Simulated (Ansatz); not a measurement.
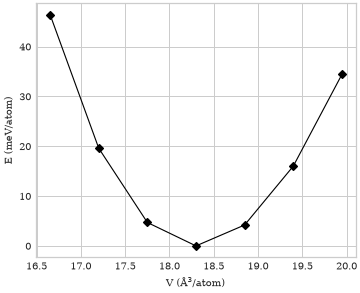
Figure: ScSi (CsCl type, Pm-3m) under volume change, PBE (plane waves, PAW; program Ansatz), scaled uniformly.

**Question.** What does a third-order Birch–Murnaghan fit give for V₀, B₀ and B′?

**Answer.** V₀ = 18.30 Å³/atom, B₀ = 85.5 GPa, B′ = 3.8.

The cell is a constructed one: a structure type filled with these elements; neither database checked (COD, Materials Project) lists it. Its standing as an ambient phase is unchecked. The PBE relaxation kept the symmetry of its start; whether a distortion lowers the energy is not shown. No spin polarisation was allowed.

Potentials: the later of the program's two PAW sets.
